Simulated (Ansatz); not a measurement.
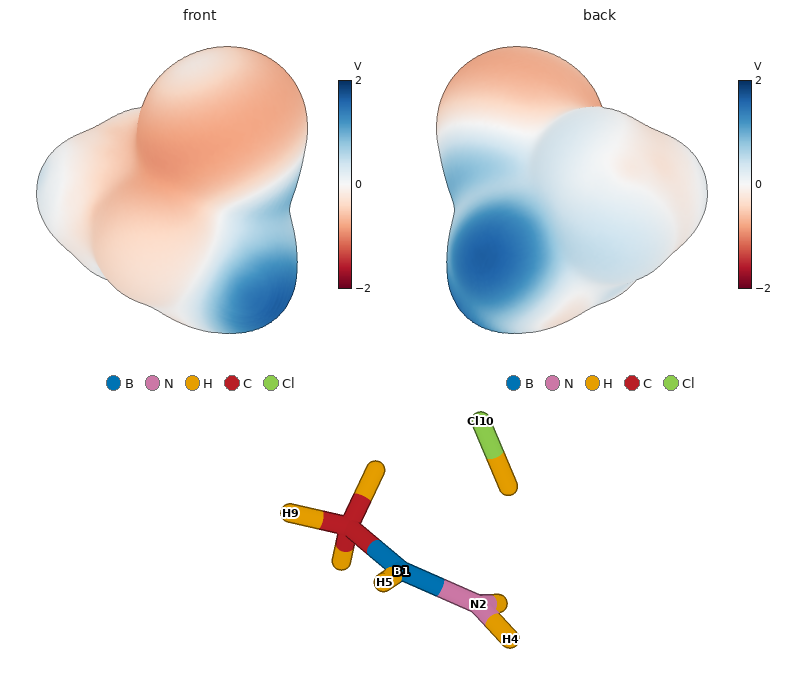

CH$_{6}$BN···HCl. The electrostatic potential painted on the density surface at 0.001 e/bohr³, seen from the front and from behind; red is negative and blue positive. The bare structure is drawn below in the same view.

Not at a stationary point (largest force 2.0 eV/Å).

Theory: RKS BLYP-D4/6-31G* in Ansatz 0.2.0.

```xyz
11

B    -0.0206    0.1298    0.2037
N    -0.0838    0.3355    1.6746
H    -0.9535    0.4824    2.1880
H     0.7503    0.5200    2.2330
H     1.0897    0.0951   -0.2566
C    -1.3537    0.0372   -0.6413
H    -1.9015   -0.8992   -0.4220
H    -2.0482    0.8713   -0.4093
H    -1.1606    0.0487   -1.7291
Cl    0.2424   -2.9118    0.5617
H     0.1055   -1.8958    1.4327
```

Q: Describe the electrostatic potential map.

A: The most negative region (about −0.9 V) lies over Cl10, the most positive (about +1.6 V) over H3 and H4.
